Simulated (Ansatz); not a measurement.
# AlCN (triplet): the correlation ladder, cc-pVDZ

How much of the correlation energy of AlCN (triplet) does each wave-function method recover here?

Method: cc-pVDZ, core rule «outside noble gas», up to 7 orbitals frozen; program: Ansatz 0.2.0, Gaussian basis.

The runs, in order: UHF; CCSD(T) on ROHF; CCSD(T) on UHF; BCCD(T) on ROHF; CISD; CCSDT(Q) on ROHF; CCSDT(Q) on UHF.

22 further runs of the same task are left out: 4 for a known fault of the program, 7 that didn't finish, 11 set aside as unsound or not needed.

## 1. What is computed

The geometry is a PBE0/def2-TZVP stationary point (not a proven minimum) of the parent state, kept for this charge and spin.

3 atoms, charge 0, spin multiplicity 3.

Atoms are counted from 1 here; the program's logs count them from 0.

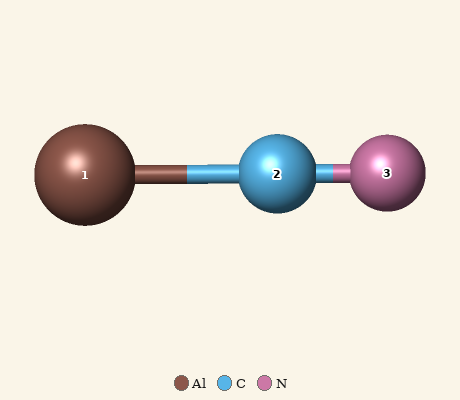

The structure; aluminium brown, carbon blue, nitrogen pink; atoms are numbered from 1 in the order of the file.

## 2. UHF

File in.yaml:

```yaml
crystal:
  periodic: [false, false, false]
  atoms:
    - {symbol: Al, position_ang: [0.000000, 0.000000, 1.735900]}
    - {symbol: C, position_ang: [0.000000, 0.000000, -0.289400]}
    - {symbol: N, position_ang: [0.000000, 0.000000, -1.446500]}
basis:
  gaussian: {orbitals: cc-pVDZ}
magnetization: {spin_polarized: true, initial_magnetization: 2}
hamiltonian: {xc: hf}
output: {orbitals: {seedname: orbitals}}
```

Started as:

```console
> ansatz run in.yaml --threads 1 --pin off --events-out ev --progress --plain --max-ram 2393MiB
```

After this run come: CCSD(T) on ROHF; CCSD(T) on UHF; BCCD(T) on ROHF; CISD; CCSDT(Q) on ROHF; CCSDT(Q) on UHF.

**Question.** What will the summary of the whole plan be? Wanted: RCCSDT(Q) below the RHF energy; RMP2 from RCCSDT(Q); UMP2 from RCCSDT(Q); RCCSD from RCCSDT(Q); RCCSD(T) from RCCSDT(Q); UCCSD(T) from RCCSDT(Q); UCCSDT(Q) from RCCSDT(Q); T1 diagnostic.

As calculated:

| quantity | value |
| --- | --- |
| RCCSDT(Q) below the RHF energy | -8.8299 eV |
| RMP2 from RCCSDT(Q) | +70.8 kJ/mol |
| UMP2 from RCCSDT(Q) | +72.2 kJ/mol |
| RCCSD from RCCSDT(Q) | +43.3 kJ/mol |
| RCCSD(T) from RCCSDT(Q) | +5.9 kJ/mol |
| UCCSD(T) from RCCSDT(Q) | +5.9 kJ/mol |
| UCCSDT(Q) from RCCSDT(Q) | -0.2 kJ/mol |
| levels within 1 kcal/mol (43 meV) | UCCSDT(Q) |
| T1 diagnostic | 0.023 |

**Reading.** RCCSD(T) misses by +5.9 kJ/mol, 0.7 % of the correlation energy. These misses are within one basis, not against nature; the frozen cores of restricted and unrestricted runs differ, which can shift their rows.
